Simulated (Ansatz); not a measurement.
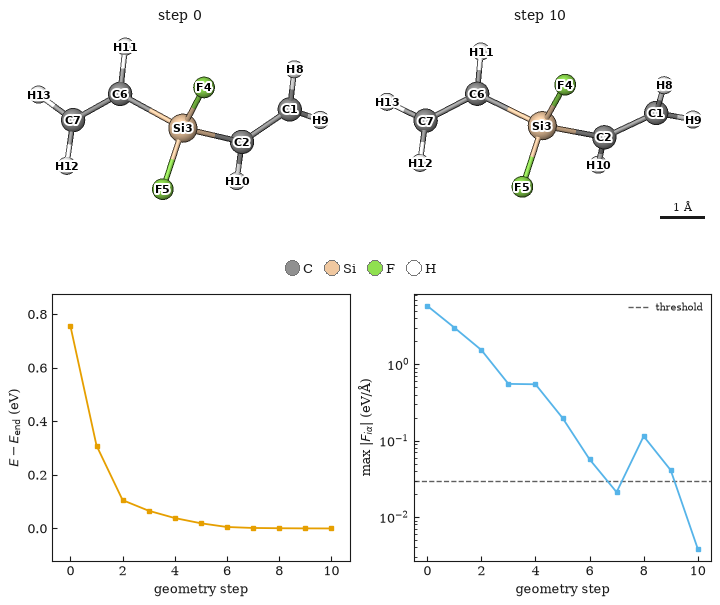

First and last geometry of a relaxation of C4H6F2Si (coarse preliminary run), with the history of the run. A ball-and-stick model, seen face on.

The start comes from a force field.

Theory: RKS PBE-D4/def2-SVP in Ansatz.

Input file:
```yaml
crystal:
  periodic: [false, false, false]
  atoms:
    - {symbol: C, position_ang: [-0.104300, -2.500700, 0.668200]}
    - {symbol: C, position_ang: [0.138600, -1.508500, -0.243000]}
    - {symbol: Si, position_ang: [-0.778300, 0.074400, -0.536300]}
    - {symbol: F, position_ang: [-2.179300, -0.070000, -0.009300]}
    - {symbol: F, position_ang: [-0.733600, 0.379500, -2.110200]}
    - {symbol: C, position_ang: [0.031700, 1.488800, 0.367100]}
    - {symbol: C, position_ang: [0.936100, 2.363000, -0.116500]}
    - {symbol: H, position_ang: [-0.958900, -2.354700, 1.329700]}
    - {symbol: H, position_ang: [0.453400, -3.340600, 0.768600]}
    - {symbol: H, position_ang: [0.991100, -1.635700, -0.882700]}
    - {symbol: H, position_ang: [-0.302100, 1.548800, 1.421200]}
    - {symbol: H, position_ang: [1.274600, 2.338200, -1.134300]}
    - {symbol: H, position_ang: [1.251500, 3.182900, 0.492300]}
basis:
  gaussian: {orbitals: def2-SVP}
hamiltonian: {xc: pbe, dispersion: d4}
relax: {f_tol: 0.03, max_steps: 200}
```

Run as
```bash
ansatz run in.yaml --threads 4 --pin off --events-out ev --progress --plain --max-ram 11315MiB
```

Q: What do the curves and the structures tell?

A: It converged. Over 10 geometry steps the energy falls by 0.756 eV. Largest force component: 5.8 eV/Å at the start, 0.0039 eV/Å at the end. The forces were under the threshold at step 7, but the run went on from there. The largest move after the best rigid fit is that of H12, 0.74 Å. Largest moves by element: H 0.74 Å, C 0.34 Å, Si 0.30 Å, F 0.22 Å. Near-neighbour distances that change, for instance: Si3–F4 1.504 → 1.637 Å, C1–H9 1.013 → 1.104 Å, Si3–F5 1.604 → 1.638 Å, C2–H10 1.073 → 1.106 Å. Among the angles between lasting bonds that change: C1–C2–Si3 129.6° → 122.2°, Si3–C6–H11 111.8° → 118.9°, F4–Si3–F5 112.8° → 106.7°. Groups turn about Si3–C6 by about 25°, C2–Si3 by about 25°.
